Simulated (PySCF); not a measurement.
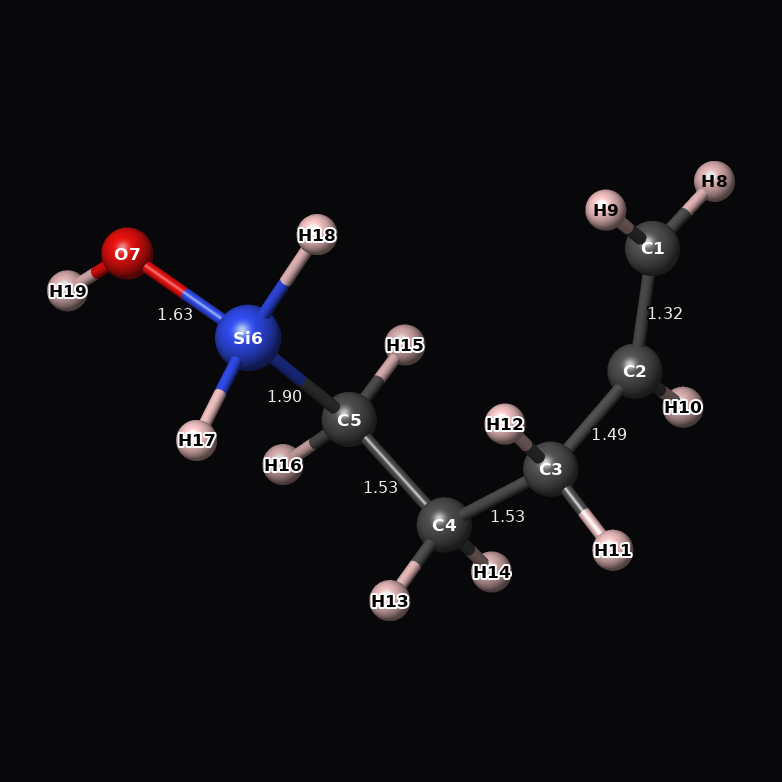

The numbers beside the sticks are distances in Å. Sticks don't show bond order. Computed geometry: GFN2-xTB optimisation. No frequency run is at hand to confirm it as a minimum.

Question: Which of the marked bonds are single, double, triple or aromatic?

Answer: C1–C2 double; C2–C3 single; C3–C4 single; C4–C5 single; C5–Si6 single; Si6–O7 single.

Question: Give the structure as SMILES.

Answer: C=CCCC[SiH2]O
